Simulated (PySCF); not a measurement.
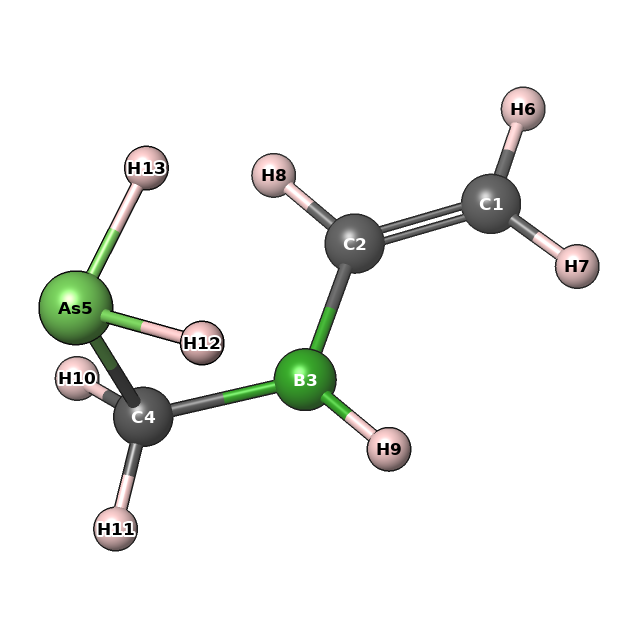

Computed geometry: GFN2-xTB optimisation. No frequency run is at hand to confirm it as a minimum. Method: delta-SCF UKS SCAN, pcX-2 on the ionised atom, pcseg-1 elsewhere, spin-free X2C (PySCF 2.14.0).

Give the core-electron binding energies (to vacuum) of C1 1s, C2 1s, B3 1s, C4 1s.

```json
{"atom": "C1", "level": "1s", "binding energy (eV)": "290.1"}
{"atom": "C2", "level": "1s", "binding energy (eV)": "289.8"}
{"atom": "B3", "level": "1s", "binding energy (eV)": "194.8"}
{"atom": "C4", "level": "1s", "binding energy (eV)": "289.9"}
```

The geometry is semi-empirical. Around As, B such bond lengths and angles can be off by a tenth of an ångström or more and by several degrees, and values that hang on the shape move with them.
